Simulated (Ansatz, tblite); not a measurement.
**Bis(4-tert-butylphenyl)iodonium hydroxide (C20H27IO): spin states and exact exchange**

Is the singlet the ground state of bis(4-tert-butylphenyl)iodonium hydroxide (C20H27IO)? Other spin states are computed and compared level by level.

The runs use Ansatz 0.2.0, Gaussian basis; as each input shows.

Plan: triplet, at the geometry of the singlet (GFN1-xTB, GFN2-xTB, PBE0-D4/def2-TZVP, PBE-D4/def2-TZVP); the singlet's energies come from earlier runs.

**1. The relaxed structure**

The singlet was relaxed beforehand with PBE-D4/def2-SVP.

SMILES `CC(C)(C)c1ccc([I+]c2ccc(C(C)(C)C)cc2)cc1.[OH-]`, 49 atoms, charge 0, spin multiplicity 1.

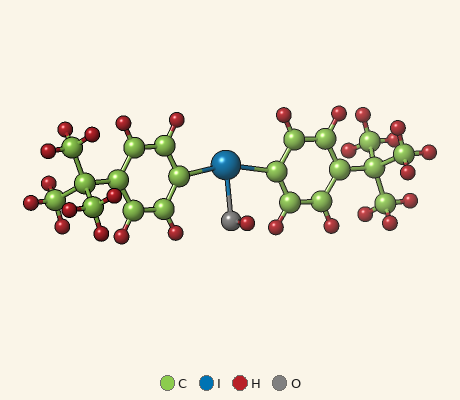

The geometry (carbon green, iodine blue, hydrogen red, oxygen grey).

I takes a core potential in the def2 sets. No spin-orbit coupling is included.

**2. Triplet at the fixed geometry, GFN1-xTB**

Tight binding, by tblite at 300 K electronic temperature and without a spin-polarisation term:

```python
tblite.interface.Calculator('GFN1-xTB', numbers, positions, charge=0, uhf=2).singlepoint()
```

Energy -1777.4264 eV; 0.12 s.

**3. Triplet at the fixed geometry, GFN2-xTB**

Tight binding, by tblite at 300 K electronic temperature and without a spin-polarisation term:

```python
tblite.interface.Calculator('GFN2-xTB', numbers, positions, charge=0, uhf=2).singlepoint()
```

Energy -1748.0975 eV; 0.099 s.

**4. Triplet at the fixed geometry, PBE0-D4/def2-TZVP**

File in.yaml:

```yaml
crystal:
  periodic: [false, false, false]
  atoms:
    - {symbol: C, position_ang: [6.984234, 0.951301, -1.398549]}
    - {symbol: C, position_ang: [6.586097, 0.114411, -0.161243]}
    - {symbol: C, position_ang: [7.244097, 0.742172, 1.079920]}
    - {symbol: C, position_ang: [7.120495, -1.327624, -0.318820]}
    - {symbol: C, position_ang: [5.051557, 0.074861, -0.049473]}
    - {symbol: C, position_ang: [4.283187, -0.466929, -1.104987]}
    - {symbol: C, position_ang: [2.882328, -0.522887, -1.054551]}
    - {symbol: C, position_ang: [2.226006, -0.027983, 0.077956]}
    - {symbol: I, position_ang: [0.017563, -0.063161, 0.499309]}
    - {symbol: C, position_ang: [-2.211258, -0.099606, 0.198604]}
    - {symbol: C, position_ang: [-2.908195, -0.678104, -0.864363]}
    - {symbol: C, position_ang: [-4.315138, -0.673459, -0.846320]}
    - {symbol: C, position_ang: [-5.042310, -0.097584, 0.215111]}
    - {symbol: C, position_ang: [-6.580720, -0.066969, 0.254266]}
    - {symbol: C, position_ang: [-7.074520, -0.780011, 1.533842]}
    - {symbol: C, position_ang: [-7.207576, -0.769037, -0.962827]}
    - {symbol: C, position_ang: [-7.055497, 1.404453, 0.266665]}
    - {symbol: C, position_ang: [-4.303896, 0.478286, 1.273078]}
    - {symbol: C, position_ang: [-2.901347, 0.480612, 1.269050]}
    - {symbol: C, position_ang: [2.952534, 0.514145, 1.139504]}
    - {symbol: C, position_ang: [4.357060, 0.563287, 1.074661]}
    - {symbol: H, position_ang: [6.611412, 1.991971, -1.309855]}
    - {symbol: H, position_ang: [6.572307, 0.524865, -2.334815]}
    - {symbol: H, position_ang: [8.088736, 0.988514, -1.502893]}
    - {symbol: H, position_ang: [8.346128, 0.749844, 0.957484]}
    - {symbol: H, position_ang: [7.016052, 0.170749, 2.002514]}
    - {symbol: H, position_ang: [6.919301, 1.791207, 1.234127]}
    - {symbol: H, position_ang: [6.711366, -1.822469, -1.222034]}
    - {symbol: H, position_ang: [8.226893, -1.323757, -0.408698]}
    - {symbol: H, position_ang: [6.848290, -1.949442, 0.558135]}
    - {symbol: H, position_ang: [4.788703, -0.862031, -2.000528]}
    - {symbol: H, position_ang: [2.292847, -0.941307, -1.880984]}
    - {symbol: H, position_ang: [-2.348671, -1.126267, -1.696441]}
    - {symbol: H, position_ang: [-4.845187, -1.136899, -1.690371]}
    - {symbol: H, position_ang: [-6.692614, -0.292604, 2.452983]}
    - {symbol: H, position_ang: [-8.183342, -0.764956, 1.582350]}
    - {symbol: H, position_ang: [-6.743397, -1.838237, 1.551261]}
    - {symbol: H, position_ang: [-6.919099, -0.281557, -1.916048]}
    - {symbol: H, position_ang: [-6.915385, -1.837236, -1.019231]}
    - {symbol: H, position_ang: [-8.313373, -0.728925, -0.890735]}
    - {symbol: H, position_ang: [-8.163858, 1.455266, 0.302281]}
    - {symbol: H, position_ang: [-6.664765, 1.955672, 1.145285]}
    - {symbol: H, position_ang: [-6.715276, 1.938163, -0.643995]}
    - {symbol: H, position_ang: [-4.829724, 0.943984, 2.121551]}
    - {symbol: H, position_ang: [-2.355886, 0.943511, 2.111686]}
    - {symbol: H, position_ang: [2.438984, 0.910796, 2.034483]}
    - {symbol: H, position_ang: [4.905317, 0.998553, 1.921665]}
    - {symbol: O, position_ang: [-0.033175, -0.547240, -1.587850]}
    - {symbol: H, position_ang: [-0.147273, 0.339668, -1.992152]}
basis:
  gaussian: {orbitals: def2-TZVP, fitting: {mean_field: def2-universal-jkfit}}
magnetization: {spin_polarized: true, initial_magnetization: 2}
hamiltonian: {xc: pbe0, dispersion: d4}
scf: {omitted_lower_state_checks: [starts]}
output: {orbitals: {seedname: orbitals}}
```

On the command line:

```
ansatz run in.yaml --threads 2 --pin off --events-out ev --progress --plain --max-ram 32768MiB --backend cuda --devices 0, --max-vram 18GiB
```

Log:

```text
Functional definition: PBE0
  name "PBE0"
  cite "Adamo & Barone, J. Chem. Phys. 110, 6158 (1999) doi:10.1063/1.478522"
  cite "Perdew, Burke & Ernzerhof, Phys. Rev. Lett. 77, 3865 (1996) doi:10.1103/PhysRevLett.77.3865"
  parent pbe
  parameter a = 0.25
  parameter kappa = 0.804
  parameter beta = 0.06672455060314922
  exchange = (1 - a)*pbe_x(kappa = kappa, mu = beta*pi^2/3) + a*exact_x
  correlation = pbe_c(beta = beta)
these checks for a lower state are left out or cut short: starts
2281 factors; integrals over basis functions are off by at most 8.8e-1 eV
mean field evaluation 1: about -31243.3044 eV, gradient 1.0e2 eV
mean field evaluation 2: about -30744.5234 eV, gradient 3.0e2 eV
mean field evaluation 4: about -31241.0565 eV, gradient 9.6e1 eV
mean field evaluation 8: about -31303.6320 eV, gradient 4.5e0 eV
mean field evaluation 16: about -31304.1962 eV, gradient 1.8e-1 eV
mean field evaluation 32: about -31304.1969 eV, gradient 7.0e-5 eV
mean field -31304.19691310 eV, -1150.4080178097 hartree, gradient 7.0e-5 eV, S^2 2.027616; 0 other end points of the search recorded, 0 dependent functions left out
reference -31304.19698653 eV, -1150.4080205083 hartree; 91, 89 occupied and 772, 774 virtual orbitals, 2281 factors
Total energy: -31305.67282537 eV, -1150.4622565851 hartree
Checks for a lower state left out: starts
```

Wall time 21 s (1 × H100 (card shared with other runs) with 2 threads of AMD EPYC 7R13, shared host); peak host memory 1.4 GiB.

HOMO -4.33 eV, LUMO -3.95 eV (over both spins); ⟨S²⟩ 2.028 (pure: 2.00).

**5. Triplet at the fixed geometry, PBE-D4/def2-TZVP**

start.molden holds the orbitals of an earlier run on this state, given as this run's starting guess.

Changes to in.yaml since step 4:

```diff
@@ -53,5 +53,5 @@
 basis:
-  gaussian: {orbitals: def2-TZVP, fitting: {mean_field: def2-universal-jkfit}}
+  gaussian: {orbitals: def2-TZVP, fitting: {mean_field: def2-universal-jkfit}, initial_orbitals: start.molden}
 magnetization: {spin_polarized: true, initial_magnetization: 2}
-hamiltonian: {xc: pbe0, dispersion: d4}
+hamiltonian: {xc: pbe, dispersion: d4}
 scf: {omitted_lower_state_checks: [starts]}
```

The command is unchanged.

Log:

```text
Functional definition: PBE
  name "PBE"
  cite "Perdew, Burke & Ernzerhof, Phys. Rev. Lett. 77, 3865 (1996) doi:10.1103/PhysRevLett.77.3865"
  parent pbe
  parameter kappa = 0.804
  parameter beta = 0.06672455060314922
  exchange = pbe_x(kappa = kappa, mu = beta*pi^2/3)
  correlation = pbe_c(beta = beta)
these checks for a lower state are left out or cut short: starts
2281 factors; integrals over basis functions are off by at most 8.8e-1 eV
mean field evaluation 1: about -31300.6832 eV, gradient 1.3e1 eV
mean field evaluation 2: about -31301.1210 eV, gradient 4.4e-1 eV
mean field evaluation 4: about -31301.1153 eV, gradient 1.1e-2 eV
mean field -31301.11534788 eV, -1150.2947723768 hartree, gradient 3.7e-5 eV, S^2 2.009104; 0 other end points of the search recorded, 0 dependent functions left out
reference -31301.11544852 eV, -1150.2947760752 hartree; 91, 89 occupied and 772, 774 virtual orbitals, 2281 factors
Total energy: -31302.82926976 eV, -1150.3577578440 hartree
Checks for a lower state left out: starts
```

Wall time 16 s (1 × H100 (card shared with other runs) with 2 threads of AMD EPYC 7R13, shared host).

Report: HOMO -3.19 eV, LUMO -4.82 eV (over both spins; with the spin held, an empty level of the minority spin lies below the top filled one); ⟨S²⟩ 2.009 (pure: 2.00).

**6. Triplet less singlet, vertical**

The singlet's energies are those of its earlier runs, whose logs aren't repeated here.

```
            level  triplet less singlet, vertical (eV)    time
         GFN1-xTB                               +2.317  0.23 s
         GFN2-xTB                               +2.898  0.17 s
 PBE-D4/def2-TZVP                               +1.995    29 s
PBE0-D4/def2-TZVP                               +1.887    37 s
```

Times add the two runs; a level without a time comes out of a correlated run. Tight binding without a spin term can't rank spin states.

**7. Summary of results**

| quantity | value |
| --- | --- |
| triplet less singlet, vertical, functionals in def2-TZVP | +1.887 (PBE0-D4) to +1.995 eV (PBE-D4) |

**Reading.** All functionals put the triplet above the singlet, over a spread of 0.108 eV. The checks for a lower triplet were left out, so another state of that spin may lie lower. These are electronic energies, without zero-point motion, entropy or surroundings.
